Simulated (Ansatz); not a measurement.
# BCl+ (doublet): PBE, BLYP, r2SCAN, B97M-V, PBE0, B3LYP, wB97M-V, B2PLYP over vertical gaps between states, def2-QZVPP, part 2 of 2

Ansatz 0.2.0, Gaussian basis; def2-QZVPP, all electrons in the functionals, frozen cores in the correlation of double hybrids and RPA. Earlier steps stand in the parts before.

## Step 11: PBE0, charge 1, quartet

Input file in.yaml:

```yaml
crystal:
  periodic: [false, false, false]
  atoms:
    - {symbol: B, position_ang: [0.000000, 0.000000, 0.000000]}
    - {symbol: Cl, position_ang: [0.000000, 0.000000, 1.596400]}
basis:
  gaussian: {orbitals: "def2-QZVPP.json"}
total_charge: 1
magnetization: {spin_polarized: true, initial_magnetization: 3}
hamiltonian: {xc: {name: PBE0}}
output: {orbitals: {seedname: orbitals}}
```

Command:

```bash
$ ansatz run in.yaml --threads 1 --pin off --events-out ev --progress --plain --max-ram 2393MiB
```

What it wrote:

```text
Functional definition: PBE0
  name "PBE0"
  cite "Adamo & Barone, J. Chem. Phys. 110, 6158 (1999) doi:10.1063/1.478522"
  cite "Perdew, Burke & Ernzerhof, Phys. Rev. Lett. 77, 3865 (1996) doi:10.1103/PhysRevLett.77.3865"
  parent pbe
  parameter a = 0.25
  parameter kappa = 0.804
  parameter beta = 0.06672455060314922
  exchange = (1 - a)*pbe_x(kappa = kappa, mu = beta*pi^2/3) + a*exact_x
  correlation = pbe_c(beta = beta)
559 factors; their error is unknown
mean field evaluation 1: about -13175.4801 eV, gradient 1.6e1 eV
mean field evaluation 2: about -13176.3987 eV, gradient 1.0e1 eV
mean field evaluation 4: about -13176.7688 eV, gradient 6.6e-1 eV
mean field evaluation 8: about -13176.7843 eV, gradient 2.5e-2 eV
mean field evaluation 16: about -13176.7844 eV, gradient 6.2e-6 eV
mean field evaluation 32: about -13176.7844 eV, gradient 2.1e-5 eV
mean field -13177.22001267 eV, -484.2539036251 hartree, gradient 1.5e-5 eV, S^2 3.756537; 3 other end points of the search recorded, 0 dependent functions left out
reference -13177.22004238 eV, -484.2539047168 hartree; 12, 9 occupied and 115, 118 virtual orbitals, 559 factors
Total energy: -13177.22004238 eV, -484.2539047168 hartree
```

Wall time 6 s (1 thread of Arm Neoverse V2, shared host).

From the report: ⟨S²⟩ of the determinant 3.757 (pure quartet: 3.75).

From charge 1, doublet: +5.899 eV.

## Step 12: B3LYP, charge 1, doublet

in.yaml, as its differences from that of step 11:

```diff
@@ -8,4 +8,3 @@
 total_charge: 1
-magnetization: {spin_polarized: true, initial_magnetization: 3}
-hamiltonian: {xc: {name: PBE0}}
-output: {orbitals: {seedname: orbitals}}
+magnetization: {spin_polarized: true, initial_magnetization: 1}
+hamiltonian: {xc: {name: B3LYP}}
```

The command is unchanged.

What it wrote:

```text
Functional definition: B3LYP
  name "B3LYP"
  cite "Stephens, Devlin, Chabalowski & Frisch, J. Phys. Chem. 98, 11623 (1994) doi:10.1021/j100096a001"
  cite "Becke, Phys. Rev. A 38, 3098 (1988) doi:10.1103/PhysRevA.38.3098"
  cite "Lee, Yang & Parr, Phys. Rev. B 37, 785 (1988) doi:10.1103/PhysRevB.37.785"
  cite "Vosko, Wilk & Nusair, Can. J. Phys. 58, 1200 (1980) doi:10.1139/p80-159"
  parameter a0 = 0.2
  parameter ax = 0.72
  parameter ac = 0.81
  exchange = (1 - a0 - ax)*slater_x + ax*b88_x + a0*exact_x
  correlation = (1 - ac)*vwn_rpa_c + ac*lyp_c
546 factors; their error is unknown
mean field evaluation 1: about -13185.5186 eV, gradient 2.7e1 eV
mean field evaluation 2: about -13180.7115 eV, gradient 4.2e1 eV
mean field evaluation 4: about -13188.6821 eV, gradient 1.7e0 eV
mean field evaluation 8: about -13188.7053 eV, gradient 1.8e-2 eV
mean field -13188.70533570 eV, -484.6759814613 hartree, gradient 3.9e-5 eV, S^2 0.755092; 0 other end points of the search recorded, 0 dependent functions left out
reference -13188.70552062 eV, -484.6759882572 hartree; 11, 10 occupied and 116, 117 virtual orbitals, 546 factors
Total energy: -13188.70552062 eV, -484.6759882572 hartree
```

Wall time 2.8 s (1 thread of Arm Neoverse V2, shared host).

From the report: ⟨S²⟩ of the determinant 0.755 (pure doublet: 0.75).

## Step 13: B3LYP, charge 1, quartet

in.yaml, as its differences from that of step 12:

```diff
@@ -8,3 +8,3 @@
 total_charge: 1
-magnetization: {spin_polarized: true, initial_magnetization: 1}
+magnetization: {spin_polarized: true, initial_magnetization: 3}
 hamiltonian: {xc: {name: B3LYP}}
```

Same command.

What it wrote, shortened:

```text
Functional definition: B3LYP
  name "B3LYP"
  cite "Stephens, Devlin, Chabalowski & Frisch, J. Phys. Chem. 98, 11623 (1994) doi:10.1021/j100096a001"
  cite "Becke, Phys. Rev. A 38, 3098 (1988) doi:10.1103/PhysRevA.38.3098"
  cite "Lee, Yang & Parr, Phys. Rev. B 37, 785 (1988) doi:10.1103/PhysRevB.37.785"
  cite "Vosko, Wilk & Nusair, Can. J. Phys. 58, 1200 (1980) doi:10.1139/p80-159"
[...]
546 factors; their error is unknown
[...]
mean field -13182.65213996 eV, -484.4535306209 hartree, gradient 1.8e-5 eV, S^2 3.754571; 3 other end points of the search recorded, 0 dependent functions left out
reference -13182.65233477 eV, -484.4535377802 hartree; 12, 9 occupied and 115, 118 virtual orbitals, 546 factors
Total energy: -13182.65233477 eV, -484.4535377802 hartree
```

It took 6.5 s on 1 thread of Arm Neoverse V2, shared host.

From the report: ⟨S²⟩ of the determinant 3.755 (pure quartet: 3.75).

From charge 1, doublet: +6.053 eV.

## Step 14: wB97M-V, charge 1, doublet

in.yaml, as its differences from that of step 13:

```diff
@@ -8,3 +8,4 @@
 total_charge: 1
-magnetization: {spin_polarized: true, initial_magnetization: 3}
-hamiltonian: {xc: {name: B3LYP}}
+magnetization: {spin_polarized: true, initial_magnetization: 1}
+hamiltonian: {xc: {name: wB97M-V}}
+output: {orbitals: {seedname: orbitals}}
```

Launched as before.

What it wrote, shortened:

```text
Functional definition: wB97M-V
  name "wB97M-V"
  cite "Mardirossian & Head-Gordon, J. Chem. Phys. 144, 214110 (2016) doi:10.1063/1.4952647"
  cite "Becke, J. Chem. Phys. 107, 8554 (1997) doi:10.1063/1.475007"
  cite "Vydrov & Van Voorhis, J. Chem. Phys. 133, 244103 (2010) doi:10.1063/1.3521275"
  # Of w^i u^j: cxij and so on, Table III.
[...]
  gx(w, u) = 1 - cx + cx01*u + cx10*w
  gss(w, u) = css00 + css04*u^4 + css10*w + css20*w^2 + css43*w^4*u^3
  gos(w, u) = cos00 + cos10*w + (cos20 + cos21*u)*w^2 + (cos60 + cos61*u)*w^6
[...]
      + integral(e_c_pw_mod_opposite_spin*gos(b97_w_opposite, b97_u_opposite)) + vv10(b, c)
543 factors; their error is unknown
103 factors; integrals over basis functions are off by at most 4.8e-5 eV
[...]
mean field -13187.31509560 eV, -484.6248910801 hartree, gradient 1.7e-5 eV, S^2 0.755286; 0 other end points of the search recorded, 0 dependent functions left out
reference -13187.31513128 eV, -484.6248923912 hartree; 11, 10 occupied and 116, 117 virtual orbitals, 543 factors
Total energy: -13187.31513128 eV, -484.6248923912 hartree
```

Run time: 6.5 s. Hardware: 1 thread of Arm Neoverse V2, shared host.

From the report: ⟨S²⟩ of the determinant 0.755 (pure doublet: 0.75).

## Step 15: wB97M-V, charge 1, quartet

in.yaml, as its differences from that of step 14:

```diff
@@ -8,3 +8,3 @@
 total_charge: 1
-magnetization: {spin_polarized: true, initial_magnetization: 1}
+magnetization: {spin_polarized: true, initial_magnetization: 3}
 hamiltonian: {xc: {name: wB97M-V}}
```

Same command.

What it wrote, shortened:

```text
Functional definition: wB97M-V
  name "wB97M-V"
  cite "Mardirossian & Head-Gordon, J. Chem. Phys. 144, 214110 (2016) doi:10.1063/1.4952647"
  cite "Becke, J. Chem. Phys. 107, 8554 (1997) doi:10.1063/1.475007"
  cite "Vydrov & Van Voorhis, J. Chem. Phys. 133, 244103 (2010) doi:10.1063/1.3521275"
  # Of w^i u^j: cxij and so on, Table III.
[...]
  gx(w, u) = 1 - cx + cx01*u + cx10*w
  gss(w, u) = css00 + css04*u^4 + css10*w + css20*w^2 + css43*w^4*u^3
  gos(w, u) = cos00 + cos10*w + (cos20 + cos21*u)*w^2 + (cos60 + cos61*u)*w^6
[...]
      + integral(e_c_pw_mod_opposite_spin*gos(b97_w_opposite, b97_u_opposite)) + vv10(b, c)
543 factors; their error is unknown
103 factors; integrals over basis functions are off by at most 4.8e-5 eV
[...]
mean field -13181.06479875 eV, -484.3951969075 hartree, gradient 2.7e-5 eV, S^2 3.753459; 3 other end points of the search recorded, 0 dependent functions left out
reference -13181.06483778 eV, -484.3951983419 hartree; 12, 9 occupied and 115, 118 virtual orbitals, 543 factors
Total energy: -13181.06483778 eV, -484.3951983419 hartree
```

It took 24 s on 1 thread of Arm Neoverse V2, shared host; peak memory 0.31 GiB.

From the report: ⟨S²⟩ of the determinant 3.753 (pure quartet: 3.75).

From charge 1, doublet: +6.250 eV.

## Step 16: B2PLYP, charge 1, doublet

Input file in.yaml:

```yaml
crystal:
  periodic: [false, false, false]
  atoms:
    - {symbol: B, position_ang: [0.000000, 0.000000, 0.000000]}
    - {symbol: Cl, position_ang: [0.000000, 0.000000, 1.596400]}
basis:
  gaussian: {orbitals: "def2-QZVPP.json"}
total_charge: 1
magnetization: {spin_polarized: true, initial_magnetization: 1}
hamiltonian: {xc: {name: B2PLYP}}
correlation: {electrons: outside_noble_gas}
```

Same command.

What it wrote, shortened:

```text
Functional definition: B2PLYP
  name "B2PLYP"
  cite "Grimme, J. Chem. Phys. 124, 034108 (2006) doi:10.1063/1.2148954"
  cite "Becke, Phys. Rev. A 38, 3098 (1988) doi:10.1103/PhysRevA.38.3098"
  cite "Lee, Yang & Parr, Phys. Rev. B 37, 785 (1988) doi:10.1103/PhysRevB.37.785"
[...]
764 factors; integrals over basis functions are off by at most 1.0e-3 eV
[...]
mean field -13181.99589634 eV, -484.4294141126 hartree, gradient 2.5e-6 eV, S^2 0.756097; 0 other end points of the search recorded, 0 dependent functions left out
6 core orbitals not correlated: weight in the atoms' cores, before any rotation towards them, 1.000 or more for the frozen orbitals, at most 0.000 for the correlated occupied ones
reference -13181.99601378 eV, -484.4294184287 hartree; 5, 4 occupied and 116, 117 virtual orbitals, 764 factors
second order -8.42271393 eV of doubles, -0.00000000 eV of singles
Total energy: -13184.27014654 eV, -484.5129912662 hartree
```

Run time: 3.5 s. Hardware: 1 thread of Arm Neoverse V2, shared host.

From the report: ⟨S²⟩ of the determinant 0.756 (pure doublet: 0.75).

## Step 17: B2PLYP, charge 1, quartet

in.yaml, as its differences from that of step 16:

```diff
@@ -8,3 +8,3 @@
 total_charge: 1
-magnetization: {spin_polarized: true, initial_magnetization: 1}
+magnetization: {spin_polarized: true, initial_magnetization: 3}
 hamiltonian: {xc: {name: B2PLYP}}
```

Launched as before.

What it wrote, shortened:

```text
Functional definition: B2PLYP
  name "B2PLYP"
  cite "Grimme, J. Chem. Phys. 124, 034108 (2006) doi:10.1063/1.2148954"
  cite "Becke, Phys. Rev. A 38, 3098 (1988) doi:10.1103/PhysRevA.38.3098"
  cite "Lee, Yang & Parr, Phys. Rev. B 37, 785 (1988) doi:10.1103/PhysRevB.37.785"
[...]
764 factors; integrals over basis functions are off by at most 1.0e-3 eV
[...]
mean field -13176.33546204 eV, -484.2213969889 hartree, gradient 2.5e-6 eV, S^2 3.757399; 4 other end points of the search recorded, 0 dependent functions left out
6 core orbitals not correlated: weight in the atoms' cores, before any rotation towards them, 1.000 or more for the frozen orbitals, at most 0.000 for the correlated occupied ones
reference -13176.33558360 eV, -484.2214014564 hartree; 6, 3 occupied and 115, 118 virtual orbitals, 764 factors
second order -6.69866317 eV of doubles, -0.00000000 eV of singles
Total energy: -13178.14422266 eV, -484.2878677157 hartree
```

Run time: 8.5 s. Hardware: 1 thread of Arm Neoverse V2, shared host.

From the report: ⟨S²⟩ of the determinant 3.757 (pure quartet: 3.75).

From charge 1, doublet: +6.126 eV.

## Step 18: The comparison

No level is safe as a reference over these points; UCCSD(T) serves as a yardstick only. It and the other wave-function rows come from earlier runs at the same points. Energies in eV, counted from charge 1, doublet; blanks weren't run or aren't comparable.

| level | doublet to quartet |
| --- | --- |
| UCCSD(T) | 6.099 |
| PBE | 6.063 |
| BLYP | 6.164 |
| r2SCAN | 5.882 |
| B97M-V | 6.204 |
| PBE0 | 5.899 |
| B3LYP | 6.053 |
| wB97M-V | 6.250 |
| B2PLYP | 6.126 |
| RHF | 5.056 |
| UHF | 4.886 |
| UMP2 | 6.213 |

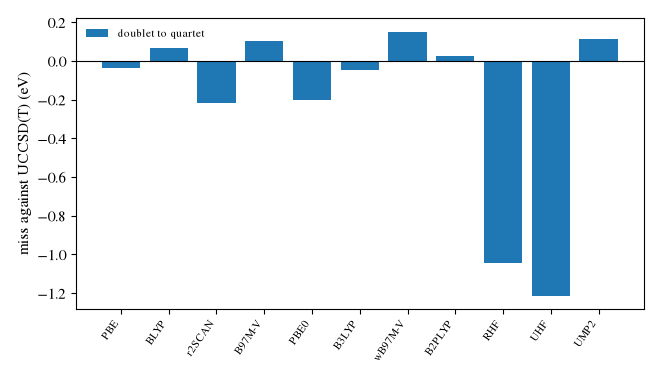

Misses of the gaps against UCCSD(T).

Largest miss and mean time a point (UCCSD(T) took 12 s a point; shared hosts):

| level | largest miss (eV) | where | time a point |
| --- | --- | --- | --- |
| PBE | -0.036 | doublet to quartet | 4.7 s |
| BLYP | +0.065 | doublet to quartet | 5.9 s |
| r2SCAN | -0.217 | doublet to quartet | 11 s |
| B97M-V | +0.105 | doublet to quartet | 18 s |
| PBE0 | -0.200 | doublet to quartet | 4.1 s |
| B3LYP | -0.046 | doublet to quartet | 4.7 s |
| wB97M-V | +0.151 | doublet to quartet | 15 s |
| B2PLYP | +0.027 | doublet to quartet | 6 s |
| RHF | -1.043 | doublet to quartet |  |
| UHF | -1.213 | doublet to quartet |  |
| UMP2 | +0.113 | doublet to quartet |  |

## Step 19: Outcome

The summary covers parts 1 to 2.

```
                    quantity                           value
doublet to quartet, UCCSD(T)                        6.099 eV
           largest miss, PBE  -0.036 eV (doublet to quartet)
          largest miss, BLYP  +0.065 eV (doublet to quartet)
        largest miss, r2SCAN  -0.217 eV (doublet to quartet)
        largest miss, B97M-V  +0.105 eV (doublet to quartet)
          largest miss, PBE0  -0.200 eV (doublet to quartet)
         largest miss, B3LYP  -0.046 eV (doublet to quartet)
       largest miss, wB97M-V  +0.151 eV (doublet to quartet)
        largest miss, B2PLYP  +0.027 eV (doublet to quartet)
```

What this shows: Of the functionals, B2PLYP keep the smallest largest miss at the points compared (at most 0.027 eV) and r2SCAN strays most (0.217 eV, at doublet to quartet). Functionals and the yardstick converge differently with the basis, so part of each miss in def2-QZVPP is the basis. The yardstick itself may be off where one determinant is a poor start.
